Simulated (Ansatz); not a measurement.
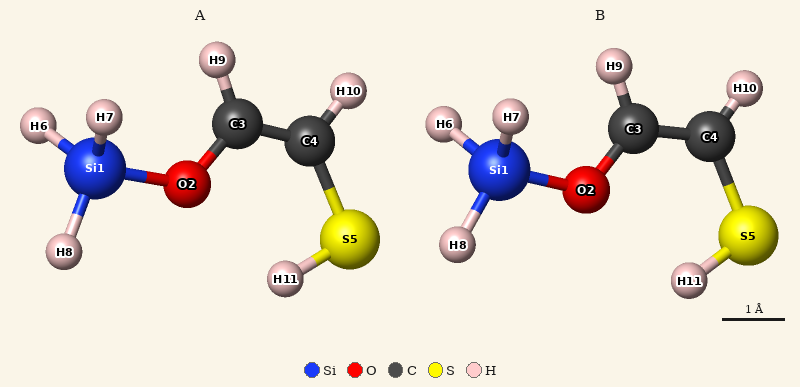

Two geometries of C$_{2}$H$_{6}$OSSi (coarse preliminary run), drawn at one scale. One is the start of a relaxation, the other its converged end. The picture is a ball-and-stick view, seen at a tilt.

Theory: Ansatz, RKS PBE-D4/def2-SVP. (force threshold 0.03 eV/Å; at most 200 steps)

### Which geometry has the lower energy?

Structure A is the relaxed one. The start comes from a force field. The energy falls by 56.2 kJ/mol in 6 geometry steps. Largest force component: 6.7 eV/Å at the start, 0.006 eV/Å at the end. H8 moves most after the best rigid fit: 0.16 Å. Largest moves by element: H 0.16 Å, C 0.10 Å, Si 0.10 Å, O 0.09 Å, S 0.07 Å. Among the contacts that change: Si1–O2 1.604 → 1.695 Å, C4–H10 1.016 → 1.099 Å, C3–C4 1.407 → 1.352 Å, Si1–H6 1.478 → 1.505 Å. Bond angles that change, for instance: C3–C4–S5 117.7° → 125.8°, O2–Si1–H8 111.6° → 105.0°, C4–C3–H9 114.4° → 120.8°.
